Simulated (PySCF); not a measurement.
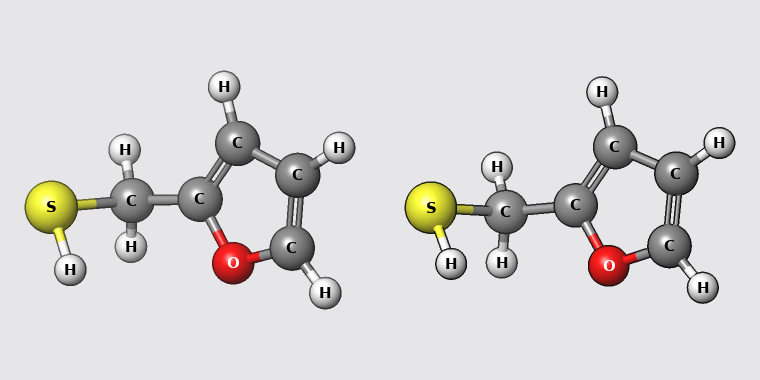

Two views of one molecule.

The computed structure is the end point of a GFN2-xTB optimisation. No frequency run is at hand to confirm it as a minimum.

Question: Which formula does it have?

Answer: C5H6OS, 13 atoms: 5 carbon, 6 hydrogen, 1 oxygen and 1 sulfur.

Question: Does it have rings?

Answer: Independent rings (smallest set): 1 of 5 members, 1 of them aromatic.

Question: Count the bonded pairs by element.

Answer: 5 C–H, 4 C–C, 2 C–O, 1 C–S, 1 S–H.

More results for the same structure follow; atom numbers are the same in all pictures, views and colours differ.

## Shape

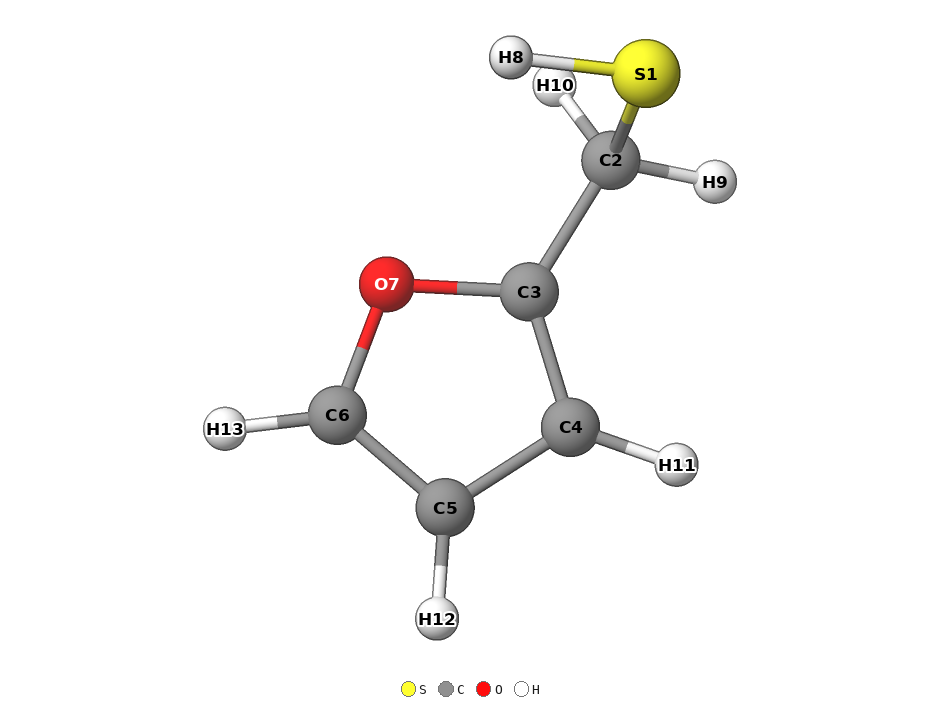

The atoms are numbered. No frequency run is at hand to confirm it as a minimum.

Question: Describe the coordination of atom 3.

Answer: C3 has 3 neighbours (C2 at 1.48, C4 at 1.37, O7 at 1.35 Å); the arrangement is trigonal planar.

Question: What is the geometry at C6?

Answer: C6 has 3 neighbours (C5 at 1.36, O7 at 1.34, H13 at 1.07 Å); the arrangement is trigonal planar.

Question: How are the neighbours of atom 1 arranged?

Answer: S1 has 2 neighbours (C2 at 1.85, H8 at 1.33 Å); the arrangement is bent.

Question: Describe the coordination of atom 7.

Answer: O7 has 2 neighbours (C3 at 1.35, C6 at 1.34 Å); the arrangement is bent.

Question: What is the dihedral angle C5–C6–O7–C3?

Answer: 0° in size, that is syn (eclipsed).

## NMR shielding

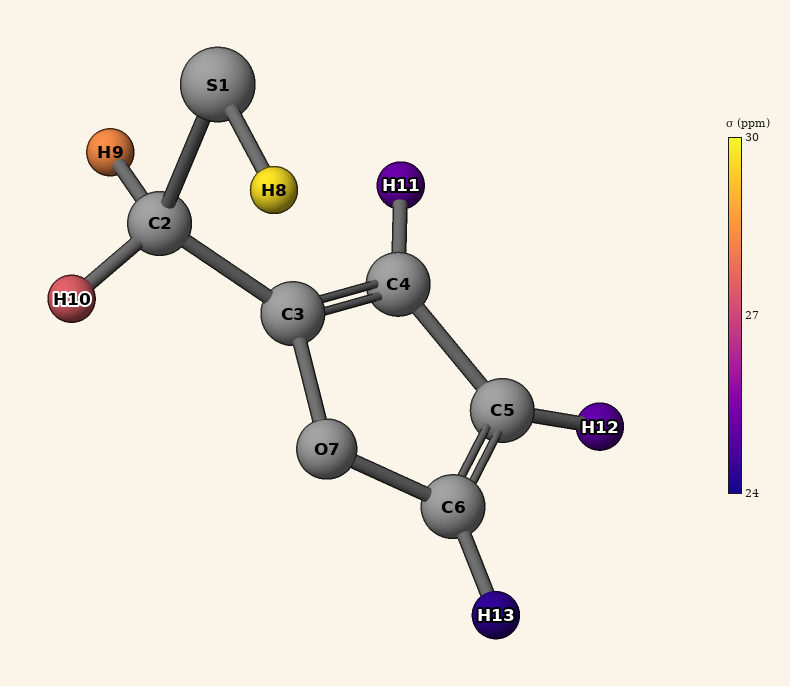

Atoms are coloured by their isotropic NMR shieldings (H only, the others grey). No frequency run is at hand to confirm it as a minimum. Method: GIAO PBE0/pcSseg-1 NMR shielding, non-relativistic, gas phase (PySCF 2.14.0).

Give the isotropic NMR shieldings of the H atoms atom by atom.

| atom | σ (ppm) |
| --- | --- |
| H8 | 29.63 |
| H9 | 28.33 |
| H10 | 27.48 |
| H11 | 25.18 |
| H12 | 25.07 |
| H13 | 24.35 |

## Electronic properties

No frequency run is at hand to confirm it as a minimum. Method: PBE0/pcSseg-1, gas phase (PySCF 2.14.0).

Predict the main results.

- dipole moment: 1.52 D
- HOMO energy (Kohn–Sham orbital): −6.41 eV
- LUMO energy (Kohn–Sham orbital): −0.17 eV
- HOMO–LUMO gap: 6.24 eV

## Quadrupole coupling

No frequency run is at hand to confirm it as a minimum. Electric field gradients from the ground-state density, PBE0/pcSseg-1 (PySCF 2.14.0), non-relativistic apart from any core potentials.

Give the largest field-gradient component, the quadrupole coupling constant and the asymmetry for 33S at S1 (Q = −67.81 mb), 17O at O7 (Q = −25.6 mb), 2H at H8 (Q = 2.86 mb), 2H at H9 (Q = 2.86 mb), 2H at H10 (Q = 2.86 mb), 2H at H11 (Q = 2.86 mb).

| atom | V_zz (a.u.) | e²qQ/h (MHz) | η |
| --- | --- | --- | --- |
| S1 | −2.985 | 47.6 | 0.61 |
| O7 | 1.424 | −8.57 | 0.04 |
| H8 | 0.246 | 0.165 | 0.18 |
| H9 | 0.308 | 0.207 | 0.03 |
| H10 | 0.304 | 0.204 | 0.01 |
| H11 | 0.350 | 0.235 | 0.07 |
